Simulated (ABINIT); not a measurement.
# BaLiCl3 (Pm-3m): Raman and infrared activity, part 3 of 3

Which lines does BaLiCl3 (Pm-3m) show in Raman and infrared spectra?

ABINIT 10.8.3; DFT LDA, scalar-relativistic, plane waves, PseudoDojo norm-conserving pseudopotentials.

So far. Step 5 (Relaxing the cell and atoms): The volume changes by +0.0 % in this run and stands +42.2 % from the first cell. Step 8 (Linear response at Γ): The acoustic modes at Γ come out as far as 0.5 cm⁻¹ from zero, where they should vanish, a small numerical error; the Born charges miss their sum rule by 0.0051 e, which is good. The relaxed cell has a = 4.718 Å (conventional setting).

The structure was built from a prototype and need not be the compound's stable phase.

### Step 9. Modes with the sum rule

anaddb reads the merged derivatives, imposes the acoustic sum rule and charge neutrality, and adds the LO-TO term along chosen directions.

anaddb.abi reads:

```
ddb_filepath "gamma_DDB"
output_file "anaddb.abo"
outdata_prefix "anaddb"
asr 1
chneut 1
enunit 2
eivec 1
nph1l 1
qph1l 0.0 0.0 0.0 1.0
dieflag 1
nph2l 3
qph2l 
    1.0 0.0 0.0 0.0
    0.0 0.0 1.0 0.0
    1.0 1.0 1.0 0.0
nlflag 1
ramansr 1
alphon 1
prtmbm 1
```

mrgddb.in reads:

```
gamma_DDB
merged
3
dfpt_gammao_DS2_DDB
dfpt_gammao_DS3_DDB
gso_DDB
```

Started as:

```console
$ mrgddb < mrgddb.in > mrgddb.log
$ OMP_NUM_THREADS=1 anaddb anaddb.abi > anaddb.log
```

anaddb.abo, the main output file:

```text
[banners, grids, parts of the stress and lines that vanish by symmetry left out]
-outvars_anaddb: echo values of input variables ----------------------

 Flags :
[...]
Dielectric Tensor and Effective Charges
[...]
Effective charge tensors after
[...]
1          1       -0.000000000       -0.000000000       -0.000000000
[...]
1          2       -0.000000000       -0.000000000       -0.000000000
[...]
1          3       -0.000000000       -0.000000000       -0.000000000
[...]
2          1       -0.000000000       -0.000000000       -0.000000000
[...]
2          2       -0.000000000       -0.000000000       -0.000000000
[...]
2          3       -0.000000000       -0.000000000       -0.000000000
[...]
3          1       -0.000000000       -0.000000000       -0.000000000
[...]
3          2       -0.000000000       -0.000000000       -0.000000000
[...]
3          3       -0.000000000       -0.000000000       -0.000000000
[...]
4          1       -0.000000000       -0.000000000       -0.000000000
[...]
4          2       -0.000000000       -0.000000000       -0.000000000
[...]
4          3       -0.000000000       -0.000000000       -0.000000000
[...]
5          1       -0.000000000       -0.000000000       -0.000000000
[...]
5          2       -0.000000000       -0.000000000       -0.000000000
[...]
5          3       -0.000000000       -0.000000000       -0.000000000
[...]
Phonon wavevector (reduced coordinates) :  0.00000  0.00000  0.00000
 Phonon energies in Hartree :
[...]
Phonon energies in meV     :
-  0.000000E+00  0.000000E+00  0.000000E+00  7.503690E+00  7.503690E+00
-  7.503690E+00  1.286845E+01  1.286845E+01  1.286845E+01  2.346794E+01
-  2.346794E+01  2.346794E+01  4.445735E+01  4.445735E+01  4.445735E+01
 Phonon frequencies in cm-1    :
-  0.000000E+00  0.000000E+00  0.000000E+00  6.052134E+01  6.052134E+01
-  6.052134E+01  1.037911E+02  1.037911E+02  1.037911E+02  1.892817E+02
-  1.892817E+02  1.892817E+02  3.585727E+02  3.585727E+02  3.585727E+02
 Phonon frequencies in Thz     :
-  0.000000E+00  0.000000E+00  0.000000E+00  1.814384E+00  1.814384E+00
-  1.814384E+00  3.111579E+00  3.111579E+00  3.111579E+00  5.674523E+00
-  5.674523E+00  5.674523E+00  1.074974E+01  1.074974E+01  1.074974E+01
 Phonon energies in Kelvin  :
-  0.000000E+00  0.000000E+00  0.000000E+00  8.707671E+01  8.707671E+01
-  8.707671E+01  1.493322E+02  1.493322E+02  1.493322E+02  2.723342E+02
-  2.723342E+02  2.723342E+02  5.159061E+02  5.159061E+02  5.159061E+02
[...]
-  1  0.00000000E+00  0.00000000E+00  1.47947200E-03
-     0.00000000E+00  0.00000000E+00  0.00000000E+00
-  2  0.00000000E+00  0.00000000E+00  1.47947240E-03
-     0.00000000E+00  0.00000000E+00  0.00000000E+00
-  3  0.00000000E+00  0.00000000E+00  1.47947237E-03
-     0.00000000E+00  0.00000000E+00  0.00000000E+00
-  4  0.00000000E+00  0.00000000E+00  1.47947242E-03
-     0.00000000E+00  0.00000000E+00  0.00000000E+00
-  5  0.00000000E+00  0.00000000E+00  1.47947237E-03
-     0.00000000E+00  0.00000000E+00  0.00000000E+00
[...]
-  1  0.00000000E+00  1.47947200E-03  0.00000000E+00
-     0.00000000E+00  0.00000000E+00  0.00000000E+00
-  2  0.00000000E+00  1.47947239E-03  0.00000000E+00
-     0.00000000E+00  0.00000000E+00  0.00000000E+00
-  3  0.00000000E+00  1.47947236E-03  0.00000000E+00
-     0.00000000E+00  0.00000000E+00  0.00000000E+00
-  4  0.00000000E+00  1.47947236E-03  0.00000000E+00
-     0.00000000E+00  0.00000000E+00  0.00000000E+00
-  5  0.00000000E+00  1.47947242E-03  0.00000000E+00
-     0.00000000E+00  0.00000000E+00  0.00000000E+00
[...]
-  1  1.47947200E-03  0.00000000E+00  0.00000000E+00
-     0.00000000E+00  0.00000000E+00  0.00000000E+00
-  2  1.47947239E-03  0.00000000E+00  0.00000000E+00
-     0.00000000E+00  0.00000000E+00  0.00000000E+00
-  3  1.47947242E-03  0.00000000E+00  0.00000000E+00
-     0.00000000E+00  0.00000000E+00  0.00000000E+00
-  4  1.47947237E-03  0.00000000E+00  0.00000000E+00
-     0.00000000E+00  0.00000000E+00  0.00000000E+00
[...]
-  4 -2.32130829E-04  0.00000000E+00  0.00000000E+00
[...]
-  5 -2.32130829E-04  0.00000000E+00  0.00000000E+00
[...]
-     1         -0.000000    -0.000000    -0.000000     0.000000
-     2          0.000000    -0.000000     0.000000     0.000000
[...]
-    14          0.000000     1.278789    -0.000000     1.278789
-    15         -1.278789    -0.000000    -0.000000     1.278789
[...]
-   1     Real    0.0000E+00  0.0000E+00  0.0000E+00  0.0000E+00  0.0000E+00  0.0000E+00  0.0000E+00
[...]
-   2     Real    0.0000E+00  0.0000E+00  0.0000E+00  0.0000E+00  0.0000E+00  0.0000E+00  0.0000E+00
[...]
-   3     Real    0.0000E+00  0.0000E+00  0.0000E+00  0.0000E+00  0.0000E+00  0.0000E+00  0.0000E+00
[...]
-   4     Real    0.0000E+00  0.0000E+00  7.8828E-05  0.0000E+00  0.0000E+00  0.0000E+00  7.8828E-05
[...]
-   5     Real    0.0000E+00  7.8828E-05  0.0000E+00  0.0000E+00  0.0000E+00  0.0000E+00  7.8828E-05
[...]
-   6     Real    7.8828E-05  0.0000E+00  0.0000E+00  0.0000E+00  0.0000E+00  0.0000E+00  7.8828E-05
[...]
-   7     Real    0.0000E+00  0.0000E+00  0.0000E+00  0.0000E+00  0.0000E+00  0.0000E+00  0.0000E+00
[...]
-   8     Real    0.0000E+00  0.0000E+00  0.0000E+00  0.0000E+00  0.0000E+00  0.0000E+00  0.0000E+00
[...]
-   9     Real    0.0000E+00  0.0000E+00  0.0000E+00  0.0000E+00  0.0000E+00  0.0000E+00  0.0000E+00
[...]
-  10     Real    0.0000E+00  0.0000E+00  3.2030E-05  0.0000E+00  0.0000E+00  0.0000E+00  3.2030E-05
[...]
-  11     Real    0.0000E+00  3.2030E-05  0.0000E+00  0.0000E+00  0.0000E+00  0.0000E+00  3.2030E-05
[...]
-  12     Real    3.2030E-05  0.0000E+00  0.0000E+00  0.0000E+00  0.0000E+00  0.0000E+00  3.2030E-05
[...]
-  13     Real    0.0000E+00  0.0000E+00  1.0468E-04  0.0000E+00  0.0000E+00  0.0000E+00  1.0468E-04
[...]
-  14     Real    0.0000E+00  1.0468E-04  0.0000E+00  0.0000E+00  0.0000E+00  0.0000E+00  1.0468E-04
[...]
-  15     Real    1.0468E-04  0.0000E+00  0.0000E+00  0.0000E+00  0.0000E+00  0.0000E+00  1.0468E-04
[...]
-         0.000000000       0.000000000       0.000000000
-         0.000000000       0.000000000       0.000000000
-         0.000000000       0.000000000       0.000000000
[...]
-         0.000000000       0.000000000       0.000000000
-         0.000000000       0.000000000       0.000000000
-         0.000000000       0.000000000       0.000000000
[...]
Phonon at Gamma, with non-analyticity in the
[...]
Phonon energies in Hartree :
[...]
Phonon energies in meV     :
-  0.000000E+00  0.000000E+00  0.000000E+00  7.503690E+00  7.503690E+00
-  1.286845E+01  1.286845E+01  1.286845E+01  1.531406E+01  2.346794E+01
-  2.346794E+01  2.619103E+01  4.445735E+01  4.445735E+01  4.929729E+01
 Phonon frequencies in cm-1    :
-  0.000000E+00  0.000000E+00  0.000000E+00  6.052134E+01  6.052134E+01
[...]
Phonon frequencies in Thz     :
[...]
Phonon energies in Kelvin  :
[...]
-  1  0.00000000E+00  0.00000000E+00  1.47947200E-03
[...]
-  2  0.00000000E+00  0.00000000E+00  1.47947240E-03
[...]
-  3  0.00000000E+00  0.00000000E+00  1.47947237E-03
[...]
-  4  0.00000000E+00  0.00000000E+00  1.47947242E-03
[...]
Phonon at Gamma, with non-analyticity in the
[...]
Phonon energies in Hartree :
[...]
Phonon energies in meV     :
[...]
Phonon frequencies in cm-1    :
[...]
Phonon frequencies in Thz     :
[...]
Phonon energies in Kelvin  :
[...]
Phonon at Gamma, with non-analyticity in the
[...]
Phonon energies in Hartree :
[...]
Phonon energies in meV     :
[...]
Phonon frequencies in cm-1    :
[...]
Phonon frequencies in Thz     :
[...]
Phonon energies in Kelvin  :
[...]
-  1.493322E+02  1.493322E+02  1.493322E+02  1.777123E+02  2.723342E+02
-  2.723342E+02  3.039343E+02  5.159061E+02  5.159061E+02  5.720713E+02
[...]
-  4 -1.87309347E-04  1.18729909E-04 -5.56343865E-04
[...]
-  5 -1.87309347E-04 -9.63184571E-04  6.85794378E-05
[...]
-         0.000000000       0.000000000       0.000000000
-         0.000000000       0.000000000       0.000000000
[...]
Direction                     Dielectric constant
[...]
0.00000   0.00000   1.00000     23.53438439
   1.00000   1.00000   1.00000     23.53438438
-
```

Wall time 1.5 s (1 thread of Arm Neoverse V1, shared host).

This step gave:

```yaml
mean_static_dielectric_constant: 23.53
highest_mode_moved_by_the_lo_to_term: 397.6 cm⁻¹
```

No LO-TO term; unit eigenvectors of the mass-weighted matrix, from anaddb's displacements. The modes at Γ (shares of kinetic energy by element, %):

| mode | frequency (cm⁻¹) | symmetry | Ba % | Li % | Cl % |
| --- | --- | --- | --- | --- | --- |
| 1 | 0.0 | acoustic | 55 | 3 | 42 |
| 2 | 0.0 | acoustic | 55 | 3 | 42 |
| 3 | 0.0 | acoustic | 55 | 3 | 42 |
| 4 | 60.5 | T1u | 45 | 3 | 52 |
| 5 | 60.5 | T1u | 45 | 3 | 52 |
| 6 | 60.5 | T1u | 45 | 3 | 52 |
| 7 | 103.8 | T2u | 0 | 0 | 100 |
| 8 | 103.8 | T2u | 0 | 0 | 100 |
| 9 | 103.8 | T2u | 0 | 0 | 100 |
| 10 | 189.3 | T1u | 0 | 18 | 82 |
| 11 | 189.3 | T1u | 0 | 18 | 82 |
| 12 | 189.3 | T1u | 0 | 18 | 82 |
| 13 | 358.6 | T1u | 0 | 76 | 24 |
| 14 | 358.6 | T1u | 0 | 76 | 24 |
| 15 | 358.6 | T1u | 0 | 76 | 24 |

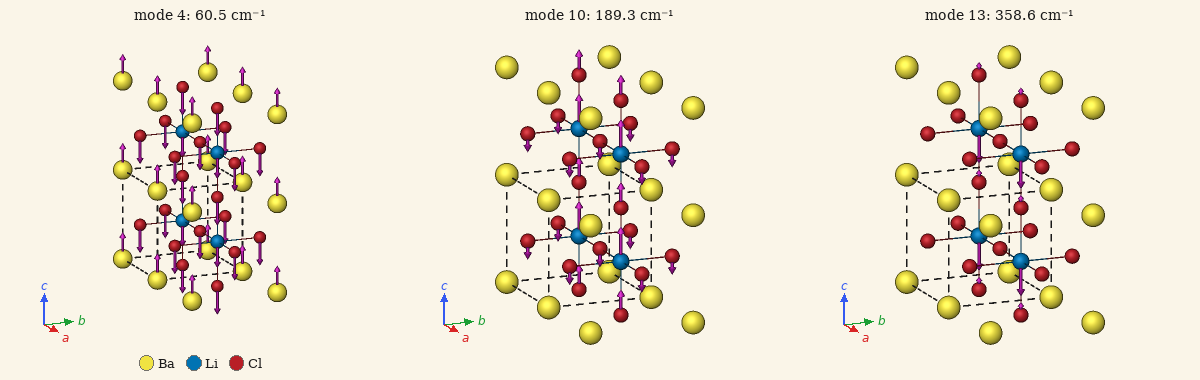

Displacement patterns of modes 4, 10 and 13 at Γ; arrows are exaggerated. 2×1×2 cells are drawn. Some periodic images of atoms are drawn too.

Trace of the oscillator strength, degenerate modes summed. Infrared lines, with heights relative to the strongest:

| position (cm⁻¹) | lines merged | IR intensity, relative |
| --- | --- | --- |
| 60 | 3 | 75 |
| 104 | 3 | 0.0 |
| 189 | 3 | 31 |
| 359 | 3 | 100 |

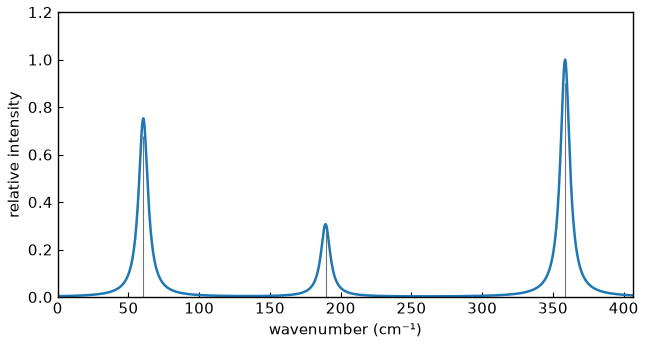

The infrared spectrum, broadened with Lorentzians of width 8 cm⁻¹; bars mark the lines.

Static dielectric tensor (ions relaxed, fixed cell):

```
23.53  0.00  0.00
 0.00 23.53  0.00
 0.00  0.00 23.53
```

The rule moves no optical mode by more than 0.1 cm⁻¹.

### Step 10. Results

```yaml
space_group_after_relaxation: Pm-3m
volume_per_atom: 21.0 Å³
highest_optical_zone_centre_mode_no_lo_to_term: 358.6 cm⁻¹
lowest_optical_zone_centre_mode: 60.5 cm⁻¹
highest_mode_moved_by_the_lo_to_term: 397.6 cm⁻¹
mean_high_frequency_dielectric_constant: 3.69
largest_born_charge_in_size_third_of_the_trace: 2.91 e
mean_static_dielectric_constant: 23.5
imaginary_optical_modes_at_the_zone_centre_no_q_mesh_in_this_session: none
```

**Reading.** No mode is Raman active in this structure; the strongest infrared line lies at 359 cm⁻¹. At the LDA level the optical modes of BaLiCl3 (Pm-3m) at the zone centre (no LO-TO term) run from 61 to 359 cm⁻¹. Along the directions run, the highest mode that the macroscopic field moves lies at 398 cm⁻¹. Lattice motion raises the mean dielectric constant from 3.689 to 23.53. These are harmonic frequencies at zero temperature: anharmonic shifts and linewidths and thermal expansion are left out. Spin-orbit coupling is left out, which can matter for the heavy elements here. The structure is a hypothetical one, built on a prototype.

[Host names and launcher messages were left out of these logs when they were recorded.]

[Logs are printed without paths, hosts, clocks, repeated set-up lines and the standing remarks that a program may print on its own settings, such as how far it seeks lower states.]

[Hosts, paths, dates, database ids (printed as entryN), source tags and the programs' standing remarks are cut or masked in the printed files.]
